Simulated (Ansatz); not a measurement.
# triplet SiH3OF: levels of theory compared

Wanted: a comparison of 6 runs (UHF/3-21G, UHF/aug-cc-pVDZ, UB3LYP/6-31G*, U-wB97X/aug-cc-pVDZ, UBHLYP/aug-cc-pVDZ, UMP2/aug-cc-pVDZ) of triplet SiH3OF. 

The results are computed with Ansatz 0.2.0.

72 further runs of the same task are left out: 72 set aside as unsound or not needed.

## Step 1: The structure to begin with

SiH3OF has 6 atoms, charge 0, and is taken as a triplet. SMILES of the parent species: `O[SiH2]F`. The coordinates come from a PBE0-D4/def2-TZVP relaxation. This is one conformer, not always the lowest. That shape belongs to the parent species and isn't relaxed for this state.

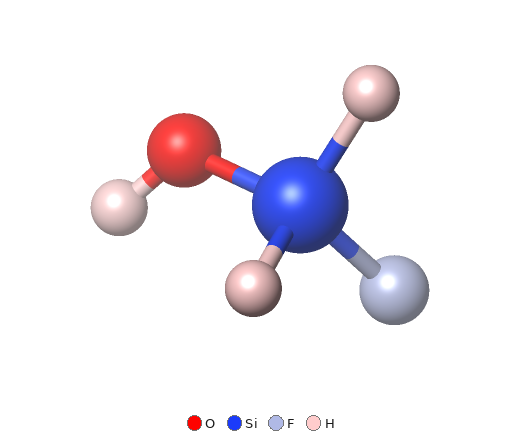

Viewed from a chosen angle; oxygen red, silicon blue, fluorine light blue, hydrogen pink.

## Step 2: A single-point energy at UHF/3-21G (run 1)

The input, job.yaml:

```yaml
crystal:
  periodic: [false, false, false]
  atoms:
    - {symbol: O, position_ang: [-0.853500, -0.209200, -0.924100]}
    - {symbol: Si, position_ang: [0.378300, -0.009300, 0.123900]}
    - {symbol: F, position_ang: [0.180800, -0.922800, 1.417800]}
    - {symbol: H, position_ang: [-1.714200, 0.150200, -0.705600]}
    - {symbol: H, position_ang: [1.595600, -0.458500, -0.575800]}
    - {symbol: H, position_ang: [0.455100, 1.385600, 0.617600]}
basis:
  gaussian: {orbitals: 3-21G.json}
magnetization: {spin_polarized: true, initial_magnetization: 2}
hamiltonian: {xc: hf}
accuracy: high
output: {orbitals: {seedname: orbitals}}
```

The basis set 3-21G is read from a file made from the Basis Set Exchange's data (not shown).

Command:

```
$ ansatz run job.yaml --threads 1 --pin off --max-ram 3480MiB --events-out events.jsonl --progress --plain --runs-dir runs
```

What it wrote:

```text
Warning: RAYON_NUM_THREADS=1 ignored (pool sized by the plan → 1); use --threads N
Functional definition: HF
  name "HF"
  exchange = exact_x
  correlation = 0
779 factors; integrals over basis functions are off by at most 8.1e-9 eV
mean field evaluation 1: about -12573.4910 eV, gradient 2.7e1 eV
mean field evaluation 2: about -12573.5003 eV, gradient 2.7e1 eV
mean field evaluation 4: about -12577.2728 eV, gradient 3.9e0 eV
mean field evaluation 8: about -12579.0420 eV, gradient 2.0e0 eV
mean field evaluation 16: about -12579.4490 eV, gradient 3.3e-1 eV
mean field evaluation 32: about -12579.3392 eV, gradient 6.7e-1 eV
mean field evaluation 64: about -12578.7565 eV, gradient 7.0e-1 eV
mean field evaluation 96: about -12577.0464 eV, gradient 5.4e0 eV
mean field evaluation 128: about -12574.9544 eV, gradient 2.7e0 eV
mean field -12579.46287177 eV, -462.2867338713 hartree, gradient 7.9e-8 eV, S^2 2.003824; 2 other end points of the search recorded, 0 dependent functions left out
reference -12579.46287177 eV, -462.2867338713 hartree; 18, 16 occupied and 19, 21 virtual orbitals, 779 factors
Total energy: -12579.46287177 eV, -462.2867338713 hartree
```

It took 0.97 s on 1 thread of Arm Neoverse V2, shared host.

## Step 3: A single-point energy at UHF/aug-cc-pVDZ (run 2)

The input, molecule.yaml:

```yaml
basis:
  gaussian: {orbitals: aug-cc-pVDZ}
crystal:
  periodic: [false, false, false]
  atoms:
    - {symbol: O, position_ang: [-0.853500, -0.209200, -0.924100]}
    - {symbol: Si, position_ang: [0.378300, -0.009300, 0.123900]}
    - {symbol: F, position_ang: [0.180800, -0.922800, 1.417800]}
    - {symbol: H, position_ang: [-1.714200, 0.150200, -0.705600]}
    - {symbol: H, position_ang: [1.595600, -0.458500, -0.575800]}
    - {symbol: H, position_ang: [0.455100, 1.385600, 0.617600]}
accuracy: high
magnetization: {spin_polarized: true, initial_magnetization: 2}
output: {orbitals: {seedname: orbitals}}
hamiltonian: {xc: hf}
```

Command:

```
$ ansatz run molecule.yaml --threads 1 --pin off --max-ram 3480MiB --events-out events.jsonl --progress --plain --runs-dir runs
```

What it wrote (excerpt; [...] marks lines left out):

```text
Warning: RAYON_NUM_THREADS=1 ignored (pool sized by the plan → 1); use --threads N
[... 2 set-up lines as earlier in the session ...]
[...]
2017 factors; integrals over basis functions are off by at most 3.4e-9 eV
[...]
mean field -12649.15715733 eV, -464.8479516252 hartree, gradient 8.2e-8 eV, S^2 2.006757; 3 other end points of the search recorded, 0 dependent functions left out
reference -12649.15715733 eV, -464.8479516252 hartree; 18, 16 occupied and 82, 84 virtual orbitals, 2017 factors
Total energy: -12649.15715733 eV, -464.8479516252 hartree
```

Run time: 23 s. Hardware: 1 thread of Arm Neoverse V2, shared host; peak memory 0.41 GiB.

Runs 3 to 4 aren't shown in full; the table further down has their settings and results.

## Step 4: A single-point energy at UBHLYP/aug-cc-pVDZ (run 5)

The input, run.yaml:

```yaml
crystal:
  periodic: [false, false, false]
  atoms:
    - symbol: O
      position_ang: [-0.853500, -0.209200, -0.924100]
    - symbol: Si
      position_ang: [0.378300, -0.009300, 0.123900]
    - symbol: F
      position_ang: [0.180800, -0.922800, 1.417800]
    - symbol: H
      position_ang: [-1.714200, 0.150200, -0.705600]
    - symbol: H
      position_ang: [1.595600, -0.458500, -0.575800]
    - symbol: H
      position_ang: [0.455100, 1.385600, 0.617600]
basis:
  gaussian:
    orbitals: aug-cc-pVDZ
hamiltonian:
  xc: {name: BHLYP}
output:
  orbitals: {seedname: orbitals}
magnetization:
  spin_polarized: true
  initial_magnetization: 2
total_charge: 0
accuracy: high
```

Command:

```
$ ansatz run run.yaml --threads 1 --pin off --max-ram 3480MiB --events-out events.jsonl --progress --plain --runs-dir runs
```

What it wrote:

```text
Warning: RAYON_NUM_THREADS=1 ignored (pool sized by the plan → 1); use --threads N
Functional definition: BHLYP
  name "BHLYP"
  parameter a = 0.5
  exchange = (1 - a)*b88_x + a*exact_x
  correlation = lyp_c
2017 factors; integrals over basis functions are off by at most 3.4e-9 eV
mean field evaluation 1: about -12677.2934 eV, gradient 3.9e1 eV
mean field evaluation 2: about -12661.6986 eV, gradient 7.1e1 eV
mean field evaluation 4: about -12683.3368 eV, gradient 6.7e0 eV
mean field evaluation 8: about -12683.5978 eV, gradient 1.1e0 eV
mean field evaluation 16: about -12683.8488 eV, gradient 3.3e-2 eV
mean field evaluation 32: about -12683.0321 eV, gradient 5.2e0 eV
mean field -12683.84884664 eV, -466.1228476926 hartree, gradient 1.9e-8 eV, S^2 2.008552; 4 other end points of the search recorded, 0 dependent functions left out
reference -12683.84887294 eV, -466.1228486588 hartree; 18, 16 occupied and 82, 84 virtual orbitals, 2017 factors
Total energy: -12683.84887294 eV, -466.1228486588 hartree
```

It took 22 s on 1 thread of Arm Neoverse V2, shared host; peak memory 0.42 GiB.

## Step 5: The energy at UMP2/aug-cc-pVDZ (run 6)

Changes to job.yaml since step 2:

```diff
@@ -10,6 +10,10 @@
 basis:
-  gaussian: {orbitals: 3-21G.json}
-magnetization: {spin_polarized: true, initial_magnetization: 2}
-hamiltonian: {xc: hf}
+  gaussian:
+    orbitals: aug-cc-pVDZ
+magnetization:
+  spin_polarized: true
+  initial_magnetization: 2
+correlation:
+  method: mp2
+  frozen_orbitals: {F: 1, H: 0, O: 1, Si: 5}
 accuracy: high
-output: {orbitals: {seedname: orbitals}}
```

Command:

```
$ ansatz run job.yaml --threads 1 --pin off --max-ram 3480MiB --events-out events.jsonl --progress --plain --runs-dir runs
```

What it wrote (excerpt; [...] marks lines left out):

```text
Warning: RAYON_NUM_THREADS=1 ignored (pool sized by the plan → 1); use --threads N
[... 2 set-up lines as earlier in the session ...]
[...]
2017 factors; integrals over basis functions are off by at most 3.4e-9 eV
[...]
mean field -12649.15715733 eV, -464.8479516252 hartree, gradient 8.2e-8 eV, S^2 2.006757; 7 other end points of the search recorded, 0 dependent functions left out
7 core orbitals not correlated: weight in the atoms' cores, before any rotation towards them, 1.000 or more for the frozen orbitals, at most 0.000 for the correlated occupied ones
reference -12649.15715733 eV, -464.8479516252 hartree; 11, 9 occupied and 82, 84 virtual orbitals, 2017 factors
second order -12.60982755 eV of doubles, -0.00000000 eV of singles
Total energy: -12661.76698488 eV, -465.3113542404 hartree
```

It took 19 s on 1 thread of Arm Neoverse V2, shared host; peak memory 0.41 GiB.

## Step 6: All runs side by side

```
run                                level  Cartesian functions  frozen core orbitals  energy (Eh)  HOMO energy (eV)   ⟨S²⟩  wall time
  1                            UHF/3-21G                   no                     –  -462.286734             -3.64  2.004     0.97 s
  2                      UHF/aug-cc-pVDZ                   no                     –  -464.847952             -4.64  2.007       23 s
  3  UB3LYP/6-31G* (Cartesian functions)                  yes                     –  -466.156678             -1.55  2.006       13 s
  4                  U-wB97X/aug-cc-pVDZ                   no                     –  -466.132690             -4.28  2.011       93 s
  5                   UBHLYP/aug-cc-pVDZ                   no                     –  -466.122849             -3.53  2.009       22 s
  6                     UMP2/aug-cc-pVDZ                   no                     7  -465.311354                 –  2.007       19 s
```

## Step 7: Results

| quantity | value |
| --- | --- |
| run 6: total energy | -465.31135 Eh |
| run 6: correlation energy (7 core orbitals frozen) | -463.4 mEh |
| run 6: ⟨S²⟩ of the reference determinant | 2.007 |

Totals of different functionals can't be ranked against each other. All runs together took 2.8 min, the longest 93 s.
